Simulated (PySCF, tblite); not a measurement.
# C₅H₁₀B₂O: geometry, infrared bands and NMR shifts

What infrared bands and NMR shifts should C₅H₁₀B₂O (`BOB/C=C\CC=C`) show?

The runs use tblite 0.8.0 and PySCF 2.14.0, with density-fitted response routines of our own; the level of theory stands in each step. All values are computed, except where a source is named. Atoms are numbered from 0 throughout.

### 1 The molecule as given

18 atoms, charge 0, multiplicity 1; geometry from: force field or distance geometry start.

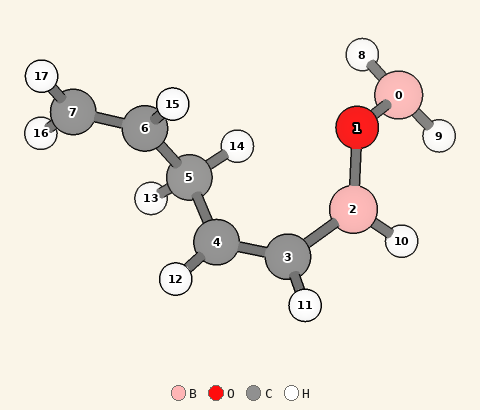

As it starts; boron pink, oxygen red, carbon grey, hydrogen white, atoms numbered.

### 2 Optimising the geometry with GFN2-xTB

The job: settings as JSON, then the geometry in Å.

```
{"job": {"kind": "relax", "xc": "GFN2-xTB", "basis": "xTB"}, "charge": 0, "multiplicity": 1}
B      3.010400     1.137200     0.020500
O      1.974000     0.259500     0.610000
B      1.871700    -0.992300    -0.140700
C      0.548700    -1.822200    -0.224400
C     -0.627300    -1.332800    -0.510400
C     -0.827000     0.116100    -0.829800
C     -1.785100     0.648400     0.174900
C     -2.952000     1.188800    -0.141800
H      2.602300     2.173500    -0.420200
H      3.824700     0.617600    -0.661900
H      2.819900    -1.397800    -0.701700
H      0.642100    -2.902000     0.005800
H     -1.485200    -2.010100    -0.529100
H     -1.296100     0.212400    -1.832400
H      0.143900     0.675400    -0.809900
H     -1.521500     0.590500     1.256900
H     -3.304900     1.284500    -1.170000
H     -3.647300     1.559500     0.627800
```

Started as:

```sh
OMP_NUM_THREADS=1 python probes_run.py task.json out
```

One launch serves the whole session: the jobs run in the order shown.

Standard output:

```text
step      E/eV     max force
  0    -606.88049    3.552
  1    -607.29856    2.230
  2    -607.50220    2.751
  3    -607.62592    1.053
  4    -607.71278    0.583
  5    -607.77470    0.611
  6    -607.80330    0.533
  7    -607.82648    0.524
  8    -607.85448    0.666
  9    -607.88625    0.550
 10    -607.92036    0.490
 11    -607.95863    0.410
 12    -607.99266    0.511
 13    -608.01564    0.351
 14    -608.02750    0.213
 15    -608.03588    0.215
 16    -608.04579    0.301
 17    -608.05543    0.366
 18    -608.06222    0.189
 19    -608.06714    0.168
 20    -608.07265    0.260
 21    -608.08028    0.232
 22    -608.08796    0.201
 23    -608.09284    0.195
 24    -608.09676    0.154
 25    -608.10129    0.178
 26    -608.10613    0.176
 27    -608.11067    0.170
 28    -608.11440    0.180
 29    -608.11863    0.166
 30    -608.12374    0.179
 31    -608.12982    0.207
 32    -608.13465    0.191
 33    -608.14063    0.219
 34    -608.14548    0.314
 35    -608.15364    0.238
 36    -608.16116    0.195
 37    -608.16963    0.225
 38    -608.17668    0.267
 39    -608.18912    0.305
 40    -608.20503    0.390
 41    -608.21082    0.486
 42    -608.25022    0.415
 43    -608.28090    0.434
 44    -608.32786    0.704
 45    -608.35902    0.522
 46    -608.39770    0.433
 47    -608.41552    0.541
 48    -608.43758    0.337
 49    -608.45218    0.332
 50    -608.46846    0.300
 51    -608.47702    0.233
 52    -608.48195    0.150
 53    -608.48616    0.132
 54    -608.49150    0.175
 55    -608.49775    0.205
 56    -608.50406    0.225
 57    -608.50953    0.167
 58    -608.51539    0.190
 59    -608.52143    0.180
 60    -608.52706    0.201
 61    -608.53156    0.189
 62    -608.53622    0.168
 63    -608.54049    0.141
 64    -608.54453    0.156
 65    -608.54775    0.175
 66    -608.54989    0.103
 67    -608.55155    0.092
 68    -608.55329    0.074
 69    -608.55470    0.096
 70    -608.55566    0.089
 71    -608.55637    0.073
 72    -608.55708    0.062
 73    -608.55785    0.078
 74    -608.55854    0.062
 75    -608.55907    0.067
 76    -608.55961    0.062
 77    -608.56030    0.068
 78    -608.56108    0.068
 79    -608.56177    0.059
 80    -608.56231    0.061
 81    -608.56284    0.071
 82    -608.56349    0.082
 83    -608.56422    0.077
 84    -608.56485    0.063
 85    -608.56534    0.059
 86    -608.56581    0.059
 87    -608.56624    0.050
 88    -608.56654    0.031
 89    -608.56669    0.027
 90    -608.56679    0.027
 91    -608.56693    0.032
 92    -608.56711    0.035
 93    -608.56733    0.043
 94    -608.56753    0.040
 95    -608.56771    0.035
 96    -608.56787    0.033
 97    -608.56800    0.019
 98    -608.56808    0.018
 99    -608.56814    0.021
100    -608.56822    0.022
101    -608.56830    0.020
102    -608.56836    0.013
103    -608.56839    0.009
```

Wall time 1.1 s (1 thread of Arm Neoverse N1, shared host); peak memory 0.18 GiB.

The steps of the relaxation: (not every step is listed)

```
step  energy from step 0 (eV)  largest force (eV/Å)
   0                   0.0000                3.5522
   1                  -0.4181                2.2299
   2                  -0.6217                2.7505
   3                  -0.7454                1.0526
   4                  -0.8323                0.5832
   5                  -0.8942                0.6113
   6                  -0.9228                0.5333
   7                  -0.9460                0.5236
   8                  -0.9740                0.6656
  17                  -1.1749                0.3659
  26                  -1.2256                0.1759
  35                  -1.2731                0.2382
  44                  -1.4474                0.7043
  53                  -1.6057                0.1320
  62                  -1.6557                0.1680
  71                  -1.6759                0.0732
  80                  -1.6818                0.0612
  89                  -1.6862                0.0270
  98                  -1.6876                0.0184
  99                  -1.6876                0.0212
 100                  -1.6877                0.0220
 101                  -1.6878                0.0197
 102                  -1.6879                0.0133
 103                  -1.6879                0.0094
```

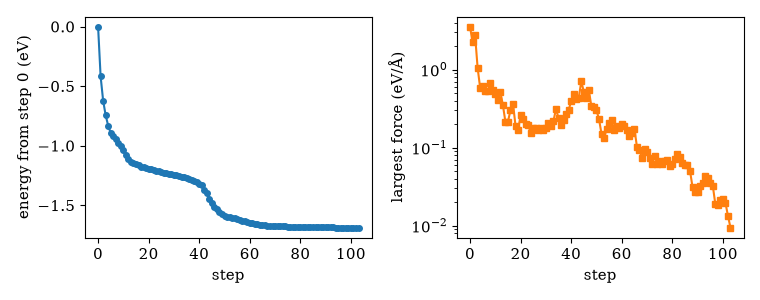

Energy and largest force along the relaxation.

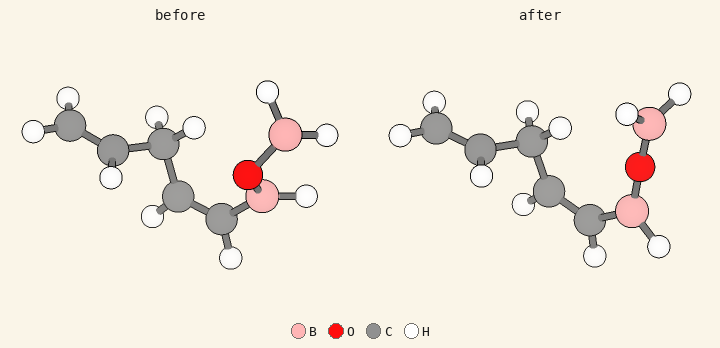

Before and after, at one scale.

Close pairs (by a distance rule), those that changed most:

```
  bond  before (Å)  after (Å)  change (Å)
 B0–O1       1.481      1.294      -0.186
 O1–B2       1.463      1.305      -0.159
C6–H15       1.115      1.082      -0.033
C5–H14       1.121      1.089      -0.032
 C3–C4       1.305      1.334      +0.028
C7–H17       1.101      1.077      -0.024
C3–H11       1.108      1.086      -0.022
C5–H13       1.111      1.094      -0.017
```

The end geometry stands in the next job.

### 3 Harmonic vibrations with GFN2-xTB

The job: settings as JSON, then the geometry in Å.

```
{"job": {"kind": "ir", "xc": "GFN2-xTB", "basis": "xTB"}, "charge": 0, "multiplicity": 1}
B      2.780578     1.148003    -0.447634
O      2.359279    -0.043451    -0.168262
B      1.971107    -1.253066     0.128300
C      0.569531    -1.854629    -0.246058
C     -0.548823    -1.247904    -0.645906
C     -0.764535     0.224960    -0.821603
C     -1.760166     0.705095     0.193794
C     -2.967727     1.152782    -0.092971
H      2.590010     2.028972     0.317849
H      3.341817     1.346217    -1.468556
H      2.738646    -1.947771     0.704124
H      0.504484    -2.933804    -0.147626
H     -1.440218    -1.836686    -0.841976
H     -1.152844     0.410406    -1.827096
H      0.172079     0.766380    -0.697041
H     -1.427401     0.640853     1.221752
H     -3.322980     1.218635    -1.108860
H     -3.651596     1.481327     0.671353
```

Standard output:

```text
mode    cm-1     km/mol
  1     -28.2      0.19
  2      26.3      0.06
  3      58.1      0.14
  4     118.5      0.43
  5     189.1      0.70
  6     195.5      0.27
  7     209.2      0.14
  8     338.3      0.19
  9     353.1      0.12
 10     429.3      0.99
 11     458.8      1.65
 12     629.8      4.77
 13     654.7     20.84
 14     719.3      7.55
 15     811.8     38.66
 16     821.0     92.44
 17     882.6     91.57
 18     894.5     13.01
 19     912.7      5.70
 20     950.0     47.43
 21     969.7      1.90
 22     974.1      5.30
 23     994.7      0.47
 24    1023.2     11.71
 25    1042.1      7.03
 26    1102.7     19.46
 27    1163.3    132.06
 28    1186.5     15.20
 29    1247.9      6.54
 30    1265.0      6.33
 31    1278.8     11.93
 32    1295.0      7.01
 33    1367.5      3.94
 34    1414.0      4.59
 35    1457.7      1.93
 36    1607.0    288.52
 37    1668.1    101.66
 38    1716.5      8.49
 39    2502.8    222.81
 40    2520.0    159.76
 41    2528.1    188.47
 42    2957.3     30.12
 43    3002.0     29.76
 44    3022.9     36.72
 45    3031.1     78.99
 46    3056.7     34.97
 47    3095.1     25.70
 48    3121.6     55.77
```

Run time: 0.95 s. Hardware: 1 thread of Arm Neoverse N1, shared host; peak memory 0.18 GiB.

The strongest bands and the atoms that carry them (share of the mass-weighted mode):

```
cm⁻¹  km/mol                                  atoms
 821    92.4  H10 31 %, B2 23 %, H12 14 %, H11 12 %
 883    91.6              H8 36 %, H9 36 %, B0 26 %
1163   132.1    H10 25 %, H8 19 %, H9 18 %, B2 17 %
1607   288.5              O1 53 %, B0 21 %, B2 18 %
1668   101.7                       C4 46 %, C3 40 %
2503   222.8                               H10 91 %
2520   159.8                                H8 88 %
2528   188.5                                H9 88 %
```

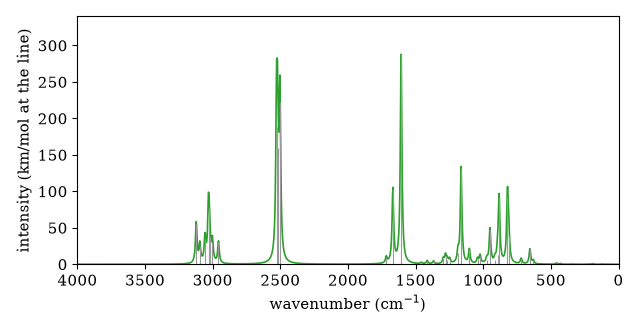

The infrared spectrum from these modes, unscaled. Lines are broadened to a width of 14 cm⁻¹ (Lorentzian).

### 4 NMR shieldings: PBE0/pcSseg-1

The job, as its differences from that of step 3:

```diff
@@ -1,2 +1,2 @@
-{"job": {"kind": "ir", "xc": "GFN2-xTB", "basis": "xTB"}, "charge": 0, "multiplicity": 1}
+{"job": {"kind": "nmr", "xc": "PBE0", "basis": "pcSseg-1"}, "charge": 0, "multiplicity": 1}
 B      2.780578     1.148003    -0.447634
```

Level: GIAO PBE0/pcSseg-1 NMR shielding, non-relativistic, gas phase.

Standard output:

```text
coarse grid: 14888 points
cycle   1  E = -320.9081554353  dE =  9.671e-01  |g| = 6.509e-01  |ddm| = 3.658e+00
cycle   2  E = -320.8079530956  dE =  1.002e-01  |g| = 9.881e-01  |ddm| = 1.017e+00
cycle   3  E = -320.9923818856  dE = -1.844e-01  |g| = 1.330e-01  |ddm| = 6.469e-01
cycle   4  E = -320.9960742796  dE = -3.692e-03  |g| = 3.216e-02  |ddm| = 1.134e-01
cycle   5  E = -320.9963251374  dE = -2.509e-04  |g| = 1.052e-02  |ddm| = 3.591e-02
cycle   6  E = -320.9963484690  dE = -2.333e-05  |g| = 5.069e-03  |ddm| = 1.238e-02
cycle   7  E = -320.9963548660  dE = -6.397e-06  |g| = 6.467e-04  |ddm| = 3.738e-03
final grid: 143384 points
cycle   8  E = -321.0544564704  dE = -5.439e-05  |g| = 1.040e-02  |ddm| = 3.264e-02
cycle   9  E = -321.0544374975  dE =  1.897e-05  |g| = 1.491e-02  |ddm| = 1.568e-02
cycle  10  E = -321.0544798487  dE = -4.235e-05  |g| = 1.839e-03  |ddm| = 8.954e-03
cycle  11  E = -321.0544806196  dE = -7.709e-07  |g| = 2.837e-04  |ddm| = 1.609e-03
cycle  12  E = -321.0544806330  dE = -1.343e-08  |g| = 1.443e-04  |ddm| = 2.666e-04
cycle  13  E = -321.0544806370  dE = -3.995e-09  |g| = 6.169e-05  |ddm| = 1.465e-04
cycle  14  E = -321.0544806381  dE = -1.064e-09  |g| = 8.595e-06  |ddm| = 6.134e-05
cycle  15  E = -321.0544806381  dE = -1.376e-11  |g| = 2.665e-06  |ddm| = 8.270e-06
converged SCF energy = -321.0544806381

GIAO shielding tensors (ppm)
atom      isotropic    diamagn.    paramagn.     s11        s22        s33       span
  0 B       59.125     196.026    -136.901     12.475     52.696    112.203     99.728
  1 O       17.171     389.204    -372.034   -136.475     55.428    132.559    269.035
  2 B       65.109     194.538    -129.429     26.719     63.031    105.577     78.858
  3 C       53.013     257.650    -204.637    -59.637     53.048    165.627    225.263
  4 C       21.920     257.432    -235.513    -97.798     21.819    141.738    239.536
  5 C      143.924     249.607    -105.683    121.698    146.534    163.540     41.842
  6 C       41.573     257.759    -216.186    -81.667     53.239    153.147    234.814
  7 C       63.432     253.351    -189.919    -47.716     81.311    156.699    204.415
  8 H       26.059      31.115      -5.057     25.285     25.724     27.166      1.880
  9 H       26.110      29.207      -3.097     25.461     25.983     26.886      1.425
 10 H       26.256      28.156      -1.899     24.528     26.260     27.981      3.452
 11 H       25.600      30.611      -5.012     23.008     25.247     28.544      5.537
 12 H       25.046      32.058      -7.012     22.362     23.956     28.819      6.458
 13 H       29.079      32.879      -3.800     26.405     28.241     32.590      6.185
 14 H       27.695      35.100      -7.405     22.314     26.838     33.934     11.620
 15 H       25.824      33.596      -7.772     23.319     25.024     29.128      5.809
 16 H       26.272      31.028      -4.756     22.863     25.911     30.040      7.177
 17 H       26.360      29.261      -2.901     23.508     25.499     30.073      6.565
```

Run time: 64 s. Hardware: 1 thread of Arm Neoverse N1, shared host; peak memory 0.83 GiB.

The references, computed at this level on geometries of the same kind, shield at (ppm): 1H TMS 31.72, 13C TMS 186.9, 17O H2O 336.1, 11B BF3·OEt2 100.1. Their shielding less the atom's gives the shift. The references are single molecules in the gas phase, so shifts against H2O, NH3, PH3, H3PO4 or CFCl3 are not on the usual liquid scales and can be off by tens of ppm. Atoms listed in one row are averaged.

```
   atoms                         environment  σ (ppm)  δ (ppm)  δ scaled to CDCl3
      C4                           alkene CH     21.9    165.0              159.1
      C6                           alkene CH     41.6    145.4              139.9
      C3                           alkene CH     53.0    133.9              128.8
      C7                terminal =CH2 carbon     63.4    123.5              118.6
      C5                     allylic sp3 CH2    143.9     43.0               40.1
     H12            hydrogen on an alkene CH    25.05     6.67               6.39
     H11            hydrogen on an alkene CH    25.60     6.12               5.87
     H15            hydrogen on an alkene CH    25.82     5.89               5.66
  H8, H9     hydrogen on a boron bonded to O    26.08     5.63                  –
     H10  hydrogen on a boron bonded to C, O    26.26     5.46                  –
     H16  hydrogen on a terminal =CH2 carbon    26.27     5.45               5.24
     H17  hydrogen on a terminal =CH2 carbon    26.36     5.36               5.16
H13, H14      hydrogen on an allylic sp3 CH2    28.39     3.33               3.24
      B0              boron bonded to O, 2 H     59.1     40.9                  –
      B2             boron bonded to C, O, H     65.1     35.0                  –
      O1                oxygen bonded to 2 B     17.2    318.9                  –
```

The scaled column applies a straight-line fit of computed shieldings to shifts measured in CDCl3 (root-mean-square error 0.16 ppm for H, 1.9 ppm for C).

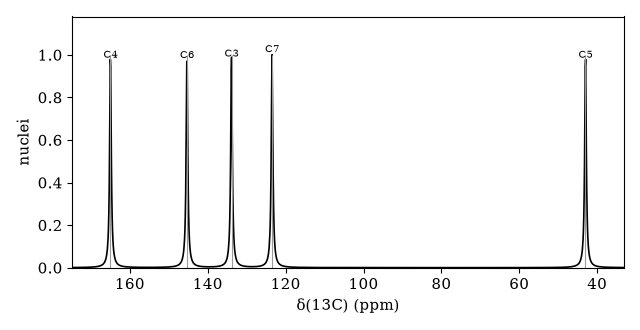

13C lines at the computed shifts, without couplings. Lines are broadened to a width of 0.49 ppm (Lorentzian).

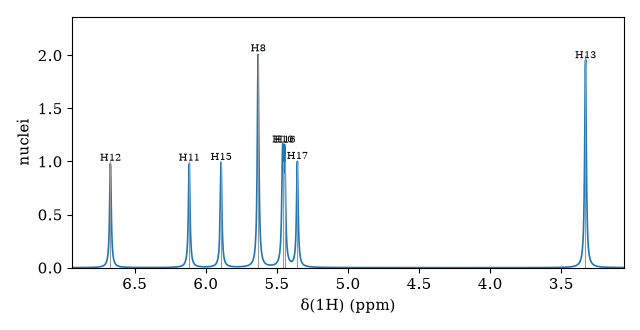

1H lines at the computed shifts, without couplings. Lines are broadened to a width of 0.01 ppm (Lorentzian).

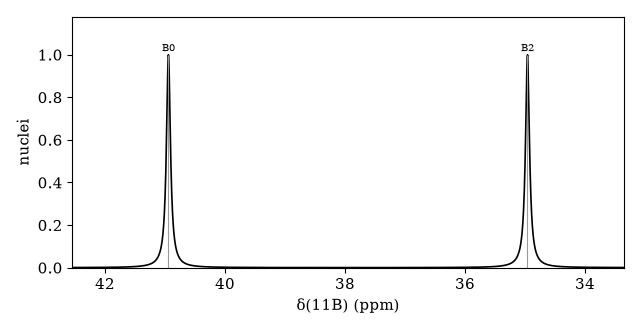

11B lines at the computed shifts, without couplings. Lines are broadened to a width of 0.08 ppm (Lorentzian).

Charges from the same density, by scheme (e):

```
atoms  Mulliken    IAO  Hirshfeld  ESP fit
   B0      0.23   0.16       0.19     0.32
   O1     -0.33  -0.30      -0.14    -0.22
   B2      0.42   0.24       0.19     0.43
   C3     -0.36  -0.32      -0.14    -0.43
   C4     -0.12  -0.07      -0.01    -0.16
   C5     -0.18  -0.27      -0.07     0.15
   C6     -0.24  -0.13      -0.03    -0.14
   C7     -0.15  -0.32      -0.10    -0.50
```

IAO charges:

B0 0.16; O1 -0.30; B2 0.24; C3 -0.32; C4 -0.07; C5 -0.27; C6 -0.13; C7 -0.32; H8 -0.01; H9 -0.01; H10 -0.01; H11 0.15; H12 0.14; H13 0.15; H14 0.15; H15 0.15; H16 0.14; H17 0.15

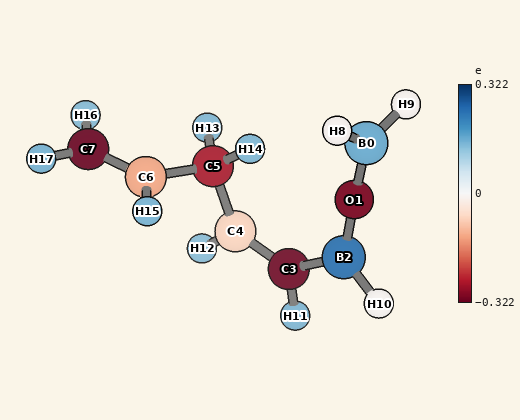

IAO charges, as colours on the atoms.

Mayer bond orders: B0–O1 1.21, O1–B2 1.15, B2–C3 1.01, C3–C4 1.88, C4–C5 1.03, C5–C6 1.02, C6–C7 1.98.

The fields below are evaluated on a grid from the run's orbitals.

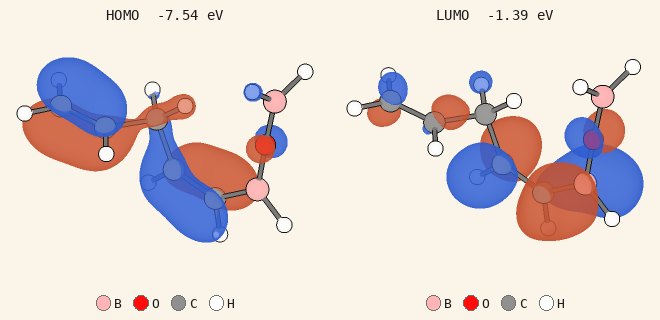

Frontier orbitals at PBE0/pcSseg-1; each surface holds 70 % of the orbital's density, blue and red mark the sign.

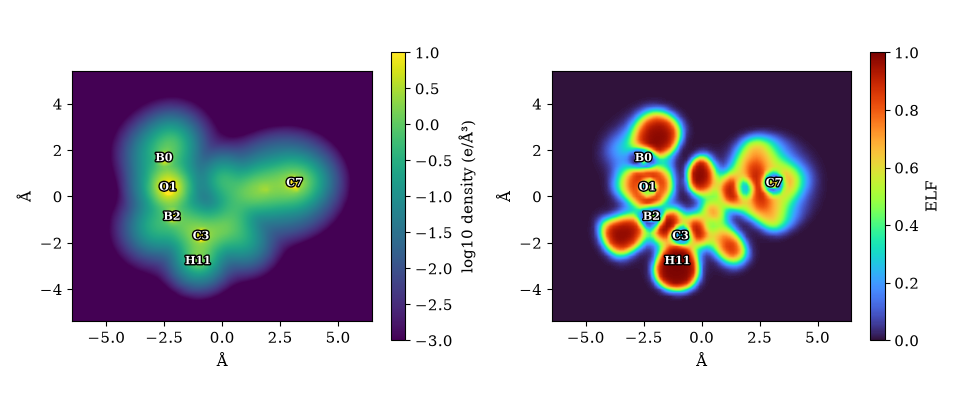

Density (left) and ELF (right) in a plane through or near 6 of the atoms.

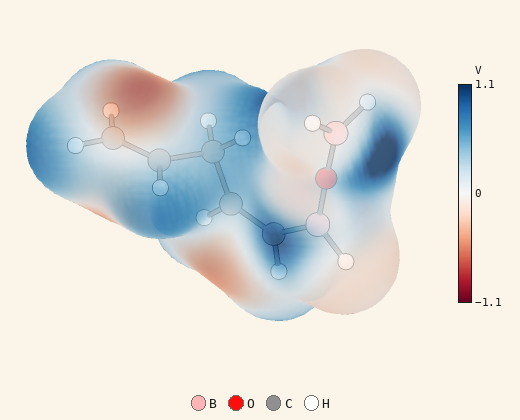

Electrostatic potential on the surface of density 0.002 e/bohr³; red is low, blue high. It runs from -0.53 V near C7 to 1.10 V near B0.

### 5 Outcome

| quantity | value |
| --- | --- |
| strongest single infrared mode (GFN2-xTB) | 1607 cm⁻¹, 289 km/mol |
| zero-point energy (GFN2-xTB) | 87.6 kcal/mol |
| 13C shifts against TMS (PBE0/pcSseg-1) | 165.0, 145.4, 133.9, 123.5, 43.0 ppm |
| 1H shifts against TMS (PBE0/pcSseg-1, means over atoms taken as alike) | 6.67, 6.12, 5.89, 5.63, 5.46, 5.45, 5.36, 3.33 ppm |
| 11B shifts against BF3·OEt2 (PBE0/pcSseg-1) | 40.9, 35.0 ppm |
| 17O shifts against H2O (PBE0/pcSseg-1) | 318.9 ppm |
| surface potential, least and greatest | -0.53 V and 1.10 V |

In words: Over 103 steps the energy fell by 1.688 eV; of the close pairs, B0–O1 changed most, 1.481 to 1.294 Å. The lowest mode is imaginary (28i cm⁻¹), so the xTB geometry is not a minimum. The strongest single mode, at 1607 cm⁻¹, moves mainly O1. Unscaled tight-binding wavenumbers are off by several per cent, some by more. Its intensities can rank the bands wrongly. At PBE0/pcSseg-1: The largest span, 269 ppm, is at O1, where the paramagnetic term is -372 ppm. At PBE0/pcSseg-1, counted by nearest atom on the grid, the HOMO lies on C3, C6, C7 about 20 % each; C4 14 %, the LUMO on B2 27 %; C4 23 %.
